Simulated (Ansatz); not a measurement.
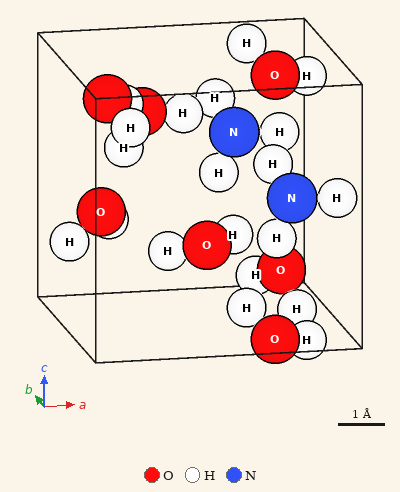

**Figure 1.** The input geometry (spheres-only view of the cell of the calculation, seen slightly off an axis).

**Molecular dynamics, with input and output: H₁₅NO₆ (part 1 of 5)**

H₁₅NO₆ (disordered cell, 22 atoms in the cell), computed with DFT PBE-D3(BJ), scalar-relativistic, plane waves, PAW, no spin polarisation (Ansatz 0.2.0).

It belongs to a series of runs on one base structure; here: dynamics from the start.

Output:
```
Warning: md: disabling space-group detection — thermal motion breaks the input geometry's symmetry, so no spatial operation reduces the k-mesh or symmetrises the density; time reversal is kept, so that k and −k are solved as one point where they differ and the mesh holds both, and exact exchange and, on two spinor components, a DFT+U term hold to it where the run has them: on two components no moment then forms, and a state that bears one, which a typed moment (crystal.atoms[].spin; refused beside efield: under a hybrid functional) reaches, can lie lower, under hf by electronvolts; crystal.symmetry.detect: false (a key that needs symmetry detection or time reversal refuses this as the deck is read) with time_reversal: false beside it drops time reversal too
Engine: ansatz 0.2.0, aarch64-unknown-linux-gnu
Pseudopotentials: kind: paw
Pseudopotential: O, paw, valence charge 6, recommended cutoff 420 eV (normal), O.paw.azcp
Pseudopotential: H, paw, valence charge 1, recommended cutoff 420 eV (normal), H.paw.azcp
Pseudopotential: N, paw, valence charge 5, recommended cutoff 420 eV (normal), N.paw.azcp
Functional definition: PBE
  parameter kappa = 0.804
  parameter beta = 0.06672455060314922
  exchange = pbe_x(kappa = kappa, mu = beta*pi^2/3)
  correlation = pbe_c(beta = beta)
Crystal: 22 atoms, lattice volume = 219.000 Å³
Basis set: ecut = 420 eV, 4337 PW (Γ), exchange–correlation on 90×90×90 points (8 copies of the dense FFT grid, shifted against one another)
Bands: 50, of which v1, the nominal top of the filled ones, is band 28 counted from 1 (27 counted from 0)
Symmetry: 1 space group operations
k-points: 1
Non-local potential: O, projectors of the file, l = 0: 2, l = 1: 2, l = 2: 1
Non-local potential: H, projectors of the file, l = 0: 2, l = 1: 1
Non-local potential: N, projectors of the file, l = 0: 2, l = 1: 2, l = 2: 1
PAW form: soft (Blöchl's): semilocal exchange-correlation on the pseudo side does not see the compensation charge
PAW one-centre angular grid: O, 110 points (default); XC on 64 Gauss nodes
PAW one-centre angular grid: H, 110 points (default); XC on 64 Gauss nodes
PAW one-centre angular grid: N, 110 points (default); XC on 64 Gauss nodes
Initial density: superposition of atomic densities (neutral atoms: chi_scale 0, normalization atom), corrected by the library's trained network
Initial wavefunctions: pseudopotential atomic-orbital guess
Functional: x = pbe(κ = 0.804, μ = 0.2195149727645171), c = pbe(β = 0.06672455060314922)
SCF iter   1: F=—  HF=-4031.221781 eV  |F-HF|=—  |Δ(HF+E_count)|=         —  Δρ=3.16e-3  dr2=3.27e-2  ethr=1.77e-3  ⟨swp⟩=6.0  Hψ=230  notcnv=0  defer=8
preconditioner: auto → Resta (q_TF=auto, 2.174 Å⁻¹)  ε∞=2.1  [insulator: Δε(μ)=4.531 eV  Ē_g=17.657 eV  σ=0.050 eV  W_gap=1.00  n_scr=32 (ndim 8)  ℏωp=18.8 eV  f_vac=0.256  D(μ)=0.00/eV (n_scr^D=0)  ε∞_Penn≈2.1]
SCF iter   2: F=—  HF=-4031.208782 eV  |F-HF|=—  |Δ(HF+E_count)|=   1.30e-2  Δρ=1.55e-3  dr2=6.44e-3  ethr=5.84e-5  ⟨swp⟩=2.0  Hψ=77  notcnv=0  defer=18
SCF iter   3: F=—  HF=-4031.205907 eV  |F-HF|=—  |Δ(HF+E_count)|=   2.87e-3  Δρ=5.98e-4  dr2=1.51e-3  ethr=1.15e-5  ⟨swp⟩=2.0  Hψ=57  notcnv=0  defer=18
SCF iter   4: F=—  HF=-4031.205481 eV  |F-HF|=—  |Δ(HF+E_count)|=   4.26e-4  Δρ=2.31e-4  dr2=1.21e-4  ethr=2.69e-6  ⟨swp⟩=2.0  Hψ=57  notcnv=0  defer=18
SCF iter   5: F=—  HF=-4031.205474 eV  |F-HF|=—  |Δ(HF+E_count)|=   6.84e-6  Δρ=1.15e-4  dr2=2.45e-5  ethr=2.16e-7  ⟨swp⟩=2.0  Hψ=59  notcnv=0  defer=18
SCF iter   6: F=—  HF=-4031.205433 eV  |F-HF|=—  |Δ(HF+E_count)|=   4.13e-5  Δρ=2.80e-5  dr2=1.20e-6  ethr=4.37e-8  ⟨swp⟩=2.0  Hψ=59  notcnv=0  defer=18
SCF iter   7: F=—  HF=-4031.205438 eV  |F-HF|=—  |Δ(HF+E_count)|=   4.81e-6  Δρ=8.31e-6  dr2=1.22e-7  ethr=2.15e-9  ⟨swp⟩=2.0  Hψ=60  notcnv=0  defer=18
SCF iter   8: F=—  HF=-4031.205438 eV  |F-HF|=—  |Δ(HF+E_count)|=   2.91e-8  Δρ=3.73e-6  dr2=2.37e-8  ethr=3.93e-11  ⟨swp⟩=5.0  Hψ=159  notcnv=0
SCF iter   9: F=-4031.205438 eV  HF=-4031.205438 eV  |F-HF|=1.61e-9  |Δ(HF+E_count)|=   9.18e-9  Δρ=7.54e-7  dr2=1.32e-9  ethr=3.93e-11  ⟨swp⟩=5.0  Hψ=132  notcnv=0
SCF 1 converged in 9 iterations: F = -4031.205438 eV  dr2 = 1.32e-9
  greatest PAW one-centre occupation: 0.865 electrons in one spin orbital (limit 2), on the O atom at site 9 (counted from 0), in its partial waves of l = 0
md step     0: t =     0.00 fs  T =   381.8 K  F+E_penalty+E_count = -4031.20543760 eV  E_kin = 1.085784 eV  (9 SCF iters)
Initial density: handed on by an earlier stage of this run
Initial wavefunctions: those handed on with the density
iter 1 solved again at ethr=5.77e-5 eV; its pass at ethr=3.10e-3 eV (dr2=3.23e-2 eV) is discarded
SCF iter   1: F=—  HF=-4031.126211 eV  |F-HF|=—  |Δ(HF+E_count)|=         —  Δρ=5.52e-3  dr2=3.25e-2  ethr=5.77e-5  ⟨swp⟩=3.0  Hψ=243  notcnv=0
preconditioner: auto → Resta (q_TF=auto, 2.174 Å⁻¹)  ε∞=2.1  [insulator: Δε(μ)=4.412 eV  Ē_g=17.617 eV  σ=0.050 eV  W_gap=1.00  n_scr=32 (ndim 8)  ℏωp=18.8 eV  f_vac=0.266  D(μ)=0.00/eV (n_scr^D=0)  ε∞_Penn≈2.1]
SCF iter   2: F=—  HF=-4031.120492 eV  |F-HF|=—  |Δ(HF+E_count)|=   5.72e-3  Δρ=2.38e-3  dr2=4.78e-3  ethr=5.77e-5  ⟨swp⟩=2.0  Hψ=98  notcnv=0
SCF iter   3: F=—  HF=-4031.120163 eV  |F-HF|=—  |Δ(HF+E_count)|=   3.30e-4  Δρ=1.08e-3  dr2=1.01e-3  ethr=8.54e-6  ⟨swp⟩=3.0  Hψ=84  notcnv=0
SCF iter   4: F=—  HF=-4031.120244 eV  |F-HF|=—  |Δ(HF+E_count)|=   8.11e-5  Δρ=1.29e-4  dr2=3.75e-5  ethr=1.80e-6  ⟨swp⟩=2.0  Hψ=76  notcnv=0
SCF iter   5: F=—  HF=-4031.120249 eV  |F-HF|=—  |Δ(HF+E_count)|=   5.02e-6  Δρ=9.14e-5  dr2=1.41e-5  ethr=6.70e-8  ⟨swp⟩=2.0  Hψ=68  notcnv=0
SCF iter   6: F=—  HF=-4031.120248 eV  |F-HF|=—  |Δ(HF+E_count)|=   4.46e-7  Δρ=1.99e-5  dr2=7.26e-7  ethr=2.51e-8  ⟨swp⟩=2.0  Hψ=69  notcnv=0
SCF iter   7: F=—  HF=-4031.120249 eV  |F-HF|=—  |Δ(HF+E_count)|=   3.38e-7  Δρ=4.33e-6  dr2=3.42e-8  ethr=1.30e-9  ⟨swp⟩=3.0  Hψ=78  notcnv=0
SCF iter   8: F=-4031.120249 eV  HF=-4031.120249 eV  |F-HF|=4.25e-9  |Δ(HF+E_count)|=   8.48e-9  Δρ=2.29e-6  dr2=8.68e-9  ethr=3.93e-11  ⟨swp⟩=5.0  Hψ=136  notcnv=0
SCF 2 converged in 8 iterations: F = -4031.120249 eV  dr2 = 8.68e-9
  greatest PAW one-centre occupation: 0.866 electrons in one spin orbital (limit 2), on the O atom at site 9 (counted from 0), in its partial waves of l = 0
md step     1: t =     0.75 fs  T =   356.9 K  F+E_penalty+E_count = -4031.12024851 eV  E_kin = 1.014910 eV  (8 SCF iters)
[... from here on the SCF iterations and repeated set-up lines of each step are left out, up to the last step ...]
md step     2: t =     1.50 fs  T =   294.6 K  F+E_penalty+E_count = -4030.93826946 eV  E_kin = 0.837779 eV  (8 SCF iters)
md step     3: t =     2.25 fs  T =   263.0 K  F+E_penalty+E_count = -4030.81432569 eV  E_kin = 0.747869 eV  (8 SCF iters)
md step     4: t =     3.00 fs  T =   266.4 K  F+E_penalty+E_count = -4030.82521410 eV  E_kin = 0.757700 eV  (8 SCF iters)
md step     5: t =     3.75 fs  T =   300.2 K  F+E_penalty+E_count = -4030.91687376 eV  E_kin = 0.853593 eV  (6 SCF iters)
md step     6: t =     4.50 fs  T =   324.2 K  F+E_penalty+E_count = -4030.97611264 eV  E_kin = 0.921883 eV  (6 SCF iters)
md step     7: t =     5.25 fs  T =   317.2 K  F+E_penalty+E_count = -4030.94809909 eV  E_kin = 0.901903 eV  (7 SCF iters)
md step     8: t =     6.00 fs  T =   276.9 K  F+E_penalty+E_count = -4030.84221157 eV  E_kin = 0.787562 eV  (7 SCF iters)
md step     9: t =     6.75 fs  T =   229.0 K  F+E_penalty+E_count = -4030.72042996 eV  E_kin = 0.651199 eV  (7 SCF iters)
md step    10: t =     7.50 fs  T =   204.8 K  F+E_penalty+E_count = -4030.67015262 eV  E_kin = 0.582376 eV  (8 SCF iters)
md step    11: t =     8.25 fs  T =   217.8 K  F+E_penalty+E_count = -4030.73436864 eV  E_kin = 0.619274 eV  (7 SCF iters)
md step    12: t =     9.00 fs  T =   264.9 K  F+E_penalty+E_count = -4030.84519242 eV  E_kin = 0.753321 eV  (6 SCF iters)
md step    13: t =     9.75 fs  T =   277.8 K  F+E_penalty+E_count = -4030.87351136 eV  E_kin = 0.790068 eV  (7 SCF iters)
md step    14: t =    10.50 fs  T =   266.8 K  F+E_penalty+E_count = -4030.77683353 eV  E_kin = 0.758665 eV  (7 SCF iters)
md step    15: t =    11.25 fs  T =   212.8 K  F+E_penalty+E_count = -4030.63771488 eV  E_kin = 0.605255 eV  (7 SCF iters)
md step    16: t =    12.00 fs  T =   160.9 K  F+E_penalty+E_count = -4030.56610669 eV  E_kin = 0.457577 eV  (7 SCF iters)
md step    17: t =    12.75 fs  T =   188.6 K  F+E_penalty+E_count = -4030.59384798 eV  E_kin = 0.536399 eV  (7 SCF iters)
md step    18: t =    13.50 fs  T =   203.9 K  F+E_penalty+E_count = -4030.67046697 eV  E_kin = 0.579791 eV  (7 SCF iters)
md step    19: t =    14.25 fs  T =   234.2 K  F+E_penalty+E_count = -4030.72603142 eV  E_kin = 0.666081 eV  (6 SCF iters)
md step    20: t =    15.00 fs  T =   230.0 K  F+E_penalty+E_count = -4030.70515158 eV  E_kin = 0.653964 eV  (8 SCF iters)
md step    21: t =    15.75 fs  T =   191.0 K  F+E_penalty+E_count = -4030.62456900 eV  E_kin = 0.543216 eV  (6 SCF iters)
md step    22: t =    16.50 fs  T =   173.9 K  F+E_penalty+E_count = -4030.55958089 eV  E_kin = 0.494496 eV  (7 SCF iters)
md step    23: t =    17.25 fs  T =   180.4 K  F+E_penalty+E_count = -4030.57926406 eV  E_kin = 0.512990 eV  (6 SCF iters)
md step    24: t =    18.00 fs  T =   217.5 K  F+E_penalty+E_count = -4030.68732395 eV  E_kin = 0.618601 eV  (6 SCF iters)
md step    25: t =    18.75 fs  T =   273.0 K  F+E_penalty+E_count = -4030.79317116 eV  E_kin = 0.776357 eV  (7 SCF iters)
md step    26: t =    19.50 fs  T =   276.8 K  F+E_penalty+E_count = -4030.81747037 eV  E_kin = 0.787266 eV  (7 SCF iters)
md step    27: t =    20.25 fs  T =   266.7 K  F+E_penalty+E_count = -4030.75009206 eV  E_kin = 0.758500 eV  (7 SCF iters)
md step    28: t =    21.00 fs  T =   254.8 K  F+E_penalty+E_count = -4030.65467000 eV  E_kin = 0.724489 eV  (7 SCF iters)
md step    29: t =    21.75 fs  T =   247.8 K  F+E_penalty+E_count = -4030.60311828 eV  E_kin = 0.704791 eV  (7 SCF iters)
md step    30: t =    22.50 fs  T =   265.2 K  F+E_penalty+E_count = -4030.62299677 eV  E_kin = 0.754169 eV  (8 SCF iters)
md step    31: t =    23.25 fs  T =   283.4 K  F+E_penalty+E_count = -4030.65923042 eV  E_kin = 0.805868 eV  (6 SCF iters)
md step    32: t =    24.00 fs  T =   306.0 K  F+E_penalty+E_count = -4030.64590915 eV  E_kin = 0.870062 eV  (6 SCF iters)
md step    33: t =    24.75 fs  T =   293.4 K  F+E_penalty+E_count = -4030.57302227 eV  E_kin = 0.834312 eV  (7 SCF iters)
md step    34: t =    25.50 fs  T =   273.9 K  F+E_penalty+E_count = -4030.50213113 eV  E_kin = 0.778955 eV  (7 SCF iters)
md step    35: t =    26.25 fs  T =   261.6 K  F+E_penalty+E_count = -4030.50625784 eV  E_kin = 0.744013 eV  (7 SCF iters)
md step    36: t =    27.00 fs  T =   278.7 K  F+E_penalty+E_count = -4030.56207388 eV  E_kin = 0.792522 eV  (7 SCF iters)
md step    37: t =    27.75 fs  T =   304.5 K  F+E_penalty+E_count = -4030.59688079 eV  E_kin = 0.866028 eV  (7 SCF iters)
md step    38: t =    28.50 fs  T =   297.8 K  F+E_penalty+E_count = -4030.57701711 eV  E_kin = 0.846994 eV  (7 SCF iters)
md step    39: t =    29.25 fs  T =   266.6 K  F+E_penalty+E_count = -4030.51825101 eV  E_kin = 0.758014 eV  (7 SCF iters)
md step    40: t =    30.00 fs  T =   271.9 K  F+E_penalty+E_count = -4030.47128528 eV  E_kin = 0.773293 eV  (8 SCF iters)
md step    41: t =    30.75 fs  T =   266.6 K  F+E_penalty+E_count = -4030.46087653 eV  E_kin = 0.758204 eV  (6 SCF iters)
md step    42: t =    31.50 fs  T =   288.4 K  F+E_penalty+E_count = -4030.47270749 eV  E_kin = 0.820121 eV  (7 SCF iters)
md step    43: t =    32.25 fs  T =   337.6 K  F+E_penalty+E_count = -4030.44455200 eV  E_kin = 0.960040 eV  (7 SCF iters)
md step    44: t =    33.00 fs  T =   329.3 K  F+E_penalty+E_count = -4030.37277373 eV  E_kin = 0.936369 eV  (7 SCF iters)
md step    45: t =    33.75 fs  T =   272.5 K  F+E_penalty+E_count = -4030.33655153 eV  E_kin = 0.774929 eV  (7 SCF iters)
md step    46: t =    34.50 fs  T =   282.3 K  F+E_penalty+E_count = -4030.40100172 eV  E_kin = 0.802905 eV  (7 SCF iters)
md step    47: t =    35.25 fs  T =   330.9 K  F+E_penalty+E_count = -4030.48594806 eV  E_kin = 0.940977 eV  (6 SCF iters)
md step    48: t =    36.00 fs  T =   353.1 K  F+E_penalty+E_count = -4030.48865938 eV  E_kin = 1.004039 eV  (7 SCF iters)
md step    49: t =    36.75 fs  T =   342.9 K  F+E_penalty+E_count = -4030.44040683 eV  E_kin = 0.974993 eV  (7 SCF iters)
md step    50: t =    37.50 fs  T =   313.2 K  F+E_penalty+E_count = -4030.43360030 eV  E_kin = 0.890537 eV  (8 SCF iters)
md step    51: t =    38.25 fs  T =   332.3 K  F+E_penalty+E_count = -4030.49124024 eV  E_kin = 0.944873 eV  (7 SCF iters)
md step    52: t =    39.00 fs  T =   353.2 K  F+E_penalty+E_count = -4030.55686962 eV  E_kin = 1.004342 eV  (7 SCF iters)
md step    53: t =    39.75 fs  T =   342.6 K  F+E_penalty+E_count = -4030.59288050 eV  E_kin = 0.974191 eV  (7 SCF iters)
md step    54: t =    40.50 fs  T =   353.9 K  F+E_penalty+E_count = -4030.62175524 eV  E_kin = 1.006415 eV  (7 SCF iters)
md step    55: t =    41.25 fs  T =   328.0 K  F+E_penalty+E_count = -4030.62262944 eV  E_kin = 0.932805 eV  (6 SCF iters)
md step    56: t =    42.00 fs  T =   301.7 K  F+E_penalty+E_count = -4030.59190936 eV  E_kin = 0.857984 eV  (7 SCF iters)
md step    57: t =    42.75 fs  T =   318.0 K  F+E_penalty+E_count = -4030.56533596 eV  E_kin = 0.904285 eV  (7 SCF iters)
md step    58: t =    43.50 fs  T =   331.1 K  F+E_penalty+E_count = -4030.57326624 eV  E_kin = 0.941530 eV  (7 SCF iters)
md step    59: t =    44.25 fs  T =   369.5 K  F+E_penalty+E_count = -4030.57869075 eV  E_kin = 1.050674 eV  (7 SCF iters)
md step    60: t =    45.00 fs  T =   374.8 K  F+E_penalty+E_count = -4030.56254525 eV  E_kin = 1.065828 eV  (8 SCF iters)
md step    61: t =    45.75 fs  T =   367.2 K  F+E_penalty+E_count = -4030.57402622 eV  E_kin = 1.044304 eV  (6 SCF iters)
md step    62: t =    46.50 fs  T =   407.8 K  F+E_penalty+E_count = -4030.63100786 eV  E_kin = 1.159587 eV  (7 SCF iters)
md step    63: t =    47.25 fs  T =   447.8 K  F+E_penalty+E_count = -4030.67973980 eV  E_kin = 1.273380 eV  (7 SCF iters)
md step    64: t =    48.00 fs  T =   424.8 K  F+E_penalty+E_count = -4030.65143097 eV  E_kin = 1.208002 eV  (6 SCF iters)
md step    65: t =    48.75 fs  T =   367.3 K  F+E_penalty+E_count = -4030.54808915 eV  E_kin = 1.044540 eV  (6 SCF iters)
md step    66: t =    49.50 fs  T =   321.0 K  F+E_penalty+E_count = -4030.45390326 eV  E_kin = 0.912870 eV  (6 SCF iters)
md step    67: t =    50.25 fs  T =   286.3 K  F+E_penalty+E_count = -4030.42858940 eV  E_kin = 0.814152 eV  (6 SCF iters)
md step    68: t =    51.00 fs  T =   293.5 K  F+E_penalty+E_count = -4030.47497714 eV  E_kin = 0.834562 eV  (7 SCF iters)
md step    69: t =    51.75 fs  T =   321.2 K  F+E_penalty+E_count = -4030.53613280 eV  E_kin = 0.913459 eV  (7 SCF iters)
md step    70: t =    52.50 fs  T =   345.0 K  F+E_penalty+E_count = -4030.56027233 eV  E_kin = 0.981057 eV  (8 SCF iters)
md step    71: t =    53.25 fs  T =   306.5 K  F+E_penalty+E_count = -4030.52444701 eV  E_kin = 0.871471 eV  (7 SCF iters)
md step    72: t =    54.00 fs  T =   314.0 K  F+E_penalty+E_count = -4030.47535347 eV  E_kin = 0.893058 eV  (6 SCF iters)
md step    73: t =    54.75 fs  T =   343.2 K  F+E_penalty+E_count = -4030.42900405 eV  E_kin = 0.975924 eV  (7 SCF iter
[...]
SCF iter   1: F=—  HF=-4030.183288 eV  |F-HF|=—  |Δ(HF+E_count)|=         —  Δρ=5.37e-3  dr2=2.29e-2  ethr=4.06e-5  ⟨swp⟩=3.0  Hψ=268  notcnv=0
preconditioner: auto → Resta (q_TF=auto, 2.174 Å⁻¹)  ε∞=2.1  [insulator: Δε(μ)=4.558 eV  Ē_g=17.603 eV  σ=0.050 eV  W_gap=1.00  n_scr=32 (ndim 8)  ℏωp=18.8 eV  f_vac=0.278  D(μ)=0.00/eV (n_scr^D=0)  ε∞_Penn≈2.1]
SCF iter   2: F=—  HF=-4030.181089 eV  |F-HF|=—  |Δ(HF+E_count)|=   2.20e-3  Δρ=2.56e-3  dr2=4.51e-3  ethr=4.06e-5  ⟨swp⟩=3.0  Hψ=96  notcnv=0
SCF iter   3: F=—  HF=-4030.181472 eV  |F-HF|=—  |Δ(HF+E_count)|=   3.83e-4  Δρ=9.65e-4  dr2=1.17e-3  ethr=8.05e-6  ⟨swp⟩=2.0  Hψ=69  notcnv=0
SCF iter   4: F=—  HF=-4030.181348 eV  |F-HF|=—  |Δ(HF+E_count)|=   1.24e-4  Δρ=1.34e-4  dr2=3.77e-5  ethr=2.09e-6  ⟨swp⟩=2.0  Hψ=73  notcnv=0
SCF iter   5: F=—  HF=-4030.181375 eV  |F-HF|=—  |Δ(HF+E_count)|=   2.73e-5  Δρ=5.41e-5  dr2=5.45e-6  ethr=6.73e-8  ⟨swp⟩=3.0  Hψ=78  notcnv=0
SCF iter   6: F=—  HF=-4030.181370 eV  |F-HF|=—  |Δ(HF+E_count)|=   5.26e-6  Δρ=2.18e-5  dr2=8.19e-7  ethr=9.73e-9  ⟨swp⟩=2.0  Hψ=78  notcnv=0
SCF iter   7: F=—  HF=-4030.181370 eV  |F-HF|=—  |Δ(HF+E_count)|=   6.17e-8  Δρ=5.13e-6  dr2=5.22e-8  ethr=1.46e-9  ⟨swp⟩=3.0  Hψ=77  notcnv=0
SCF iter   8: F=-4030.181370 eV  HF=-4030.181370 eV  |F-HF|=1.56e-9  |Δ(HF+E_count)|=   8.85e-9  Δρ=1.86e-6  dr2=6.27e-9  ethr=3.93e-11  ⟨swp⟩=5.0  Hψ=144  notcnv=0
SCF 301 converged in 8 iterations: F = -4030.181370 eV  dr2 = 6.27e-9
md step   300: t =   225.00 fs  T =   438.3 K  F+E_penalty+E_count = -4030.18136985 eV  E_kin = 1.246366 eV  (8 SCF iters, 3 dispersion substeps)
```

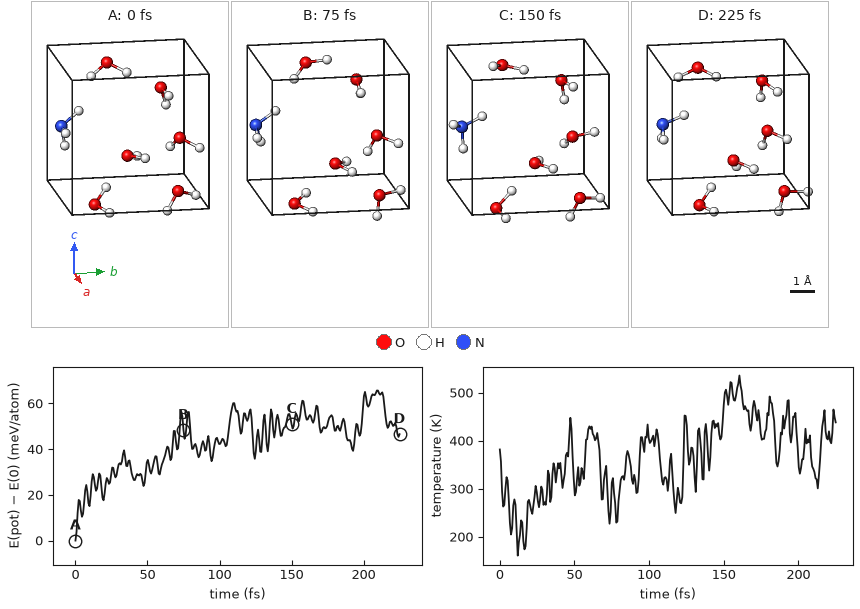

**Figure 2.** Frames of the molecular dynamics (ball-and-stick, simulation cell, seen slightly off an axis) above the curves, on which the letters mark them. The trajectory kept here has 301 frames over 225 fs. The temperature starts at 382 K, ranges from 161 to 536 K and averages 410 K over the second half. The potential energy ends 46.5 meV/atom above its first value. With the common drift removed, the root-mean-square displacement is 0.53 Å, and H5 has moved furthest (0.89 Å).

```
SCF converged after 8 iterations
Free energy (F): -4030.181370 eV
Harris-Foulkes:  -4030.181370 eV  (|F-HF|=1.56e-9)
Internal energy: -4030.181370 eV  (E = F + TS)
E sigma→0 (E₀):  -4030.181370 eV
Fermi energy:    -0.375237 eV
--- Per-component energies (eV) ---
  E_band       = -534.790581
  E_kinetic    = 1394.488681
  E_local      = -4365.319242  (includes V_loc(G=0)·N_el)
  E_nonlocal   = 361.158822
  E_hartree    = 1566.607847
  E_xc         = -633.620503
  E_vxc        = -809.594929  (∫ρ·V_xc dr)
  E_paw        = -1088.362054  (= ΣΔE_a)
  E_vpaw       = -248.734172  (= ΣTr[D̂ρ^β])
  E_aug_tail   = -0.003446  (compensation charges beyond the density's cutoff)
  E_ewald      = -1264.371535
  E_disp       = -0.759941  (pairwise vdW)
  E_smearing   = -0.000000  (= −TS)
  E_closure    = 0.000000  (closes the sum)
  Σ components = -4030.181370   (vs F -4030.181370, Δ=0.00e0)
--- Forces (eV/Å), atoms counted from 1 ---
  atom   1  O     -0.30043639     0.45815645    -1.23643247
  atom   2  H     -0.17697587    -0.19629482     0.10454939
  atom   3  H      0.24263829     0.01161375     0.87084482
  atom   4  O     -0.02870119     0.00699935     0.05126960
  atom   5  H     -0.67383975    -0.74852534    -0.10720636
  atom   6  H      0.21392856     0.77613369     0.15030142
  atom   7  O      1.76491622     1.20093183    -0.29868230
  atom   8  H     -0.59915918    -1.23275214     0.90977457
  atom   9  H     -0.69425655    -0.42770434    -0.38788647
  atom  10  O     -1.21860820     0.89792294    -1.37790574
  atom  11  H      0.88666496    -0.05784690     0.35247312
  atom  12  H      0.47266493    -0.95025827     0.96880762
  atom  13  O     -1.71825690     0.36833039     0.72526093
  atom  14  H     -0.28901589    -0.22542079    -0.06348995
  atom  15  H      2.04832598     0.59193193    -0.53186453
  atom  16  O     -0.05837982     1.32049508     1.74964612
  atom  17  H      0.19664216    -1.19700624     0.19767688
  atom  18  H      0.02005525    -0.78027074    -1.97365494
  atom  19  N      0.73578075    -0.30060069     1.53388672
  atom  20  H     -0.34276425     0.78753380     0.40372496
  atom  21  H      1.26997001    -0.69731114    -0.16386501
  atom  22  H     -1.75119804     0.39393617    -1.87721717
  max |Σ_I F_I| component: 1.12e-5 eV/Å
--- MD trajectory: 300 steps, t = 0.0 → 225.0 fs ---
  final state: T = 438.3 K   F+E_penalty+E_count = -4030.18136985 eV   E_kin = 1.246366 eV
```
